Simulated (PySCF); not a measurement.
## Electronic structure of CH$_{2}$NSi (SMILES [N-]=C=[SiH2]) (charge −1) in real space

```tsv
atom	x (Å)	y (Å)	z (Å)
C	-2.6220	-2.5395	-0.5276
N	-3.2255	-3.4752	-0.8827
Si	-1.4510	-1.1566	0.1374
H	-1.5783	-0.2972	-1.1320
H	-2.5763	-0.4255	0.8894
```

Geometry: B3LYP-D4/def2-SVPD.

Method: Gaussian-basis quantum chemistry of an isolated molecule with PySCF, energy and nuclear gradient, functional PBE0 (PySCF 2.14.0).

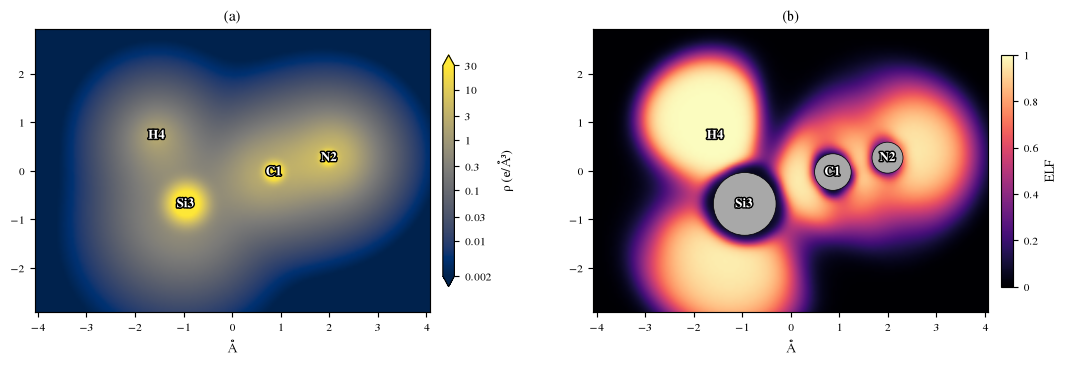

Figure 1. (a) electron density; (b) electron localisation function on the plane of atoms C1, Si3 and H4. Grey discs cover the atomic cores in the ELF map.

### Read the bonding off the picture.

- The section cuts through C, N, Si and H sites.
- C–N (1.17 Å): the density is about 3.6 e/Å³ at the midpoint; the ELF peaks at about 0.85 between the atoms (a short, multiple covalent bond).
- C–Si (1.93 Å): the density is about 0.77 e/Å³ at the midpoint; the ELF peaks at about 0.95 between the atoms; a shared electron pair.
- Si–H (1.54 Å): ρ at the midpoint is about 0.7 e/Å³; the ELF climbs to about 1 towards the hydrogen, as it does in any bond to H.
- The ELF also peaks beside Si3 and N2, away from the bonds: lone-pair regions.

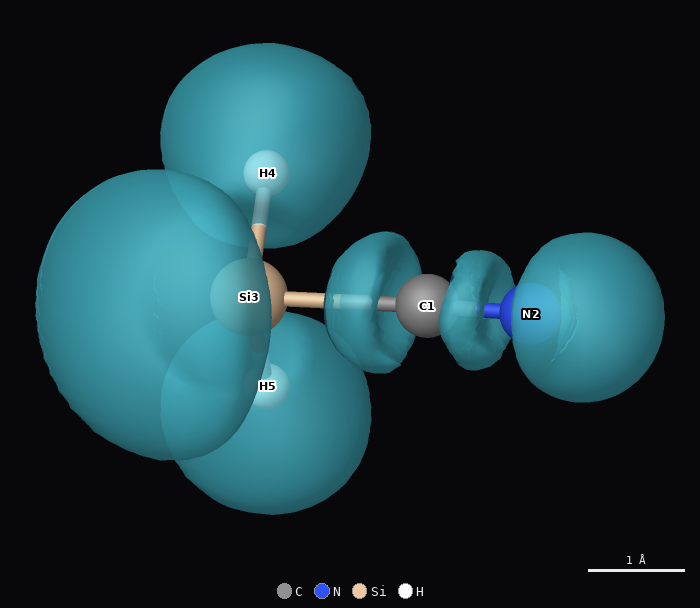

Figure 2. Isosurface of the ELF at 0.8 (cyan), seen at a tilt. Only the valence region is drawn (cores and ρ < 0.01 e/Å³ removed).

### Describe the localisation domains.

At this value the surface marks out one region between bonded C–N atoms (shared pairs), one region between bonded C–Si atoms (shared pairs), two regions around hydrogen nuclei, one lobe on N, pointing away from the bonds (lone pairs) and one lobe on Si, pointing away from the bonds (lone pairs).

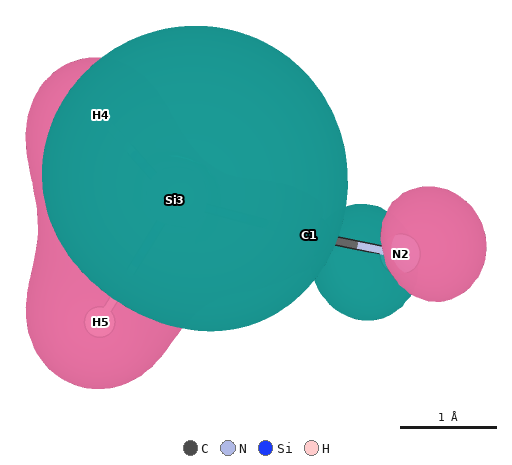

Figure 3. The HOMO at ±0.1 Å⁻³ᐟ² (teal and pink are the two phases), seen at a tilt.

### Describe this orbital and give its energy.

Its weight (Hirshfeld) is mainly on Si3 (about 75 %), H4 (about 5 %), H5 (about 5 %) and N2 (about 5 %). Its energy is −0.86 eV.
